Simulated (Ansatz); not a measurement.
The calculation's input:

```
crystal:
  periodic: [false, false, false]
  atoms:
    - {symbol: Si, position_ang: [-1.436445, 0.430180, 1.281146]}
    - {symbol: S, position_ang: [0.614257, 0.383686, 1.930651]}
    - {symbol: H, position_ang: [-1.893497, -0.931718, 1.642808]}
    - {symbol: H, position_ang: [-2.161803, 1.487559, 2.025297]}
    - {symbol: N, position_ang: [-1.738026, 0.730600, -0.373322]}
    - {symbol: H, position_ang: [2.735368, -1.427741, -0.167036]}
    - {symbol: Si, position_ang: [1.790683, -1.111744, -1.263464]}
    - {symbol: H, position_ang: [0.858565, 1.675358, 1.651828]}
    - {symbol: H, position_ang: [-1.356360, 0.126218, -1.083258]}
    - {symbol: H, position_ang: [-1.820897, 1.677730, -0.704700]}
    - {symbol: H, position_ang: [0.447860, -1.671635, -0.958390]}
    - {symbol: H, position_ang: [1.682588, 0.356230, -1.453182]}
    - {symbol: H, position_ang: [2.277706, -1.724723, -2.528480]}
basis:
  gaussian: {orbitals: def2-TZVPP}
hamiltonian: {xc: pbe0, dispersion: d4}
output: {orbitals: {seedname: orbitals}}
```

Run with:

```sh
ansatz run in.yaml --threads 8 --pin off --events-out ev --progress --plain --max-ram 19148MiB
```

The reactant side of a reaction path; geometry: PBE0-D4/def2-TZVP; a saddle point, not a minimum.

Method: Ansatz, RKS PBE0-D4/def2-TZVPP.

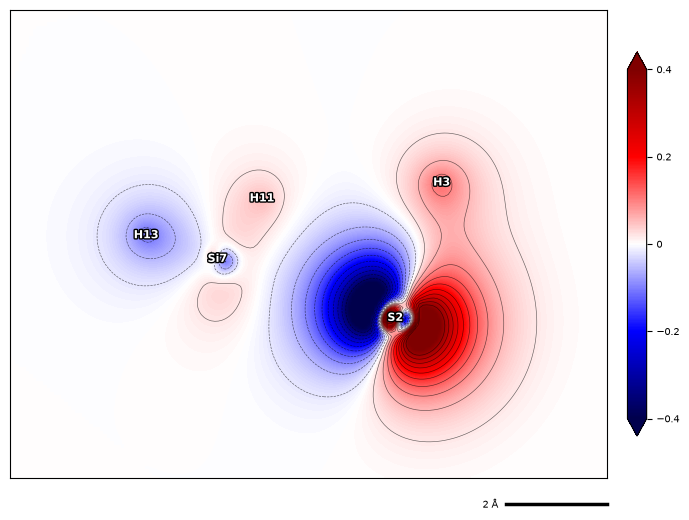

H$_{5}$NSSi···SiH$_{4}$. The HOMO on the plane of atoms H11, Si7 and H13 (values in Å⁻³ᐟ²; the overall sign is arbitrary).

> Where does this orbital lie, and at what energy?

It lies mainly on S2 (about 60 %) and N5 (about 20 %). Its energy is −7.30 eV.
